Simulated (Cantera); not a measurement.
Feed: 1 mol Fe3O4, 1.2 mol H2, 1.5 mol N2, equilibrated at 0.0100 bar.

Method: chemical equilibrium by Gibbs-energy minimisation in Cantera with the NASA 1993 tables (ideal gas, pure condensed phases). Candidate condensed phases: Fe, FeO, Fe(OH)2, Fe(OH)3, Fe2O3, Fe3O4, H2O; 27 gas species. The tables' stoichiometric FeO is somewhat more stable than real wüstite, so its field is too wide. FeO: taken at fixed stoichiometry. Kinetics and transport are ignored.

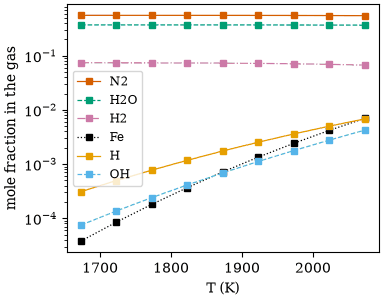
*Equilibrium gas composition (values under 1e-9 drawn at 1e-9)*

Task: Read off the mole fractions at 1723 K.

Result: N2 about 0.56, H2O about 0.37, H2 about 0.074, H about 0.00050, OH about 0.00014, Fe about 8.5e-5.
